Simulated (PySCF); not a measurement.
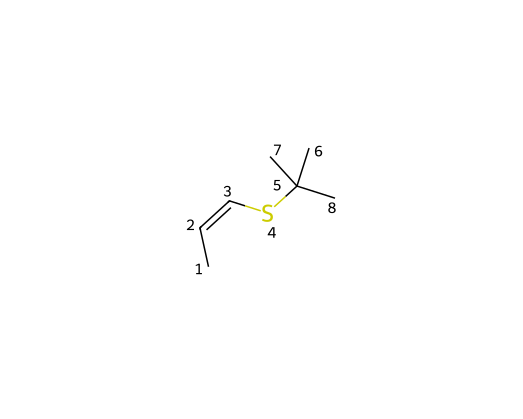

A structural formula, with wedges where it has stereocentres; small numbers name the atoms. The configuration is that of a computed structure (PBE0-D3(BJ)/def2-SVP).

Q: Give the R/S and E/Z labels.

A: C2=C3: Z.

Q: Give a SMILES with the stereochemistry.

A: C/C=C\SC(C)(C)C
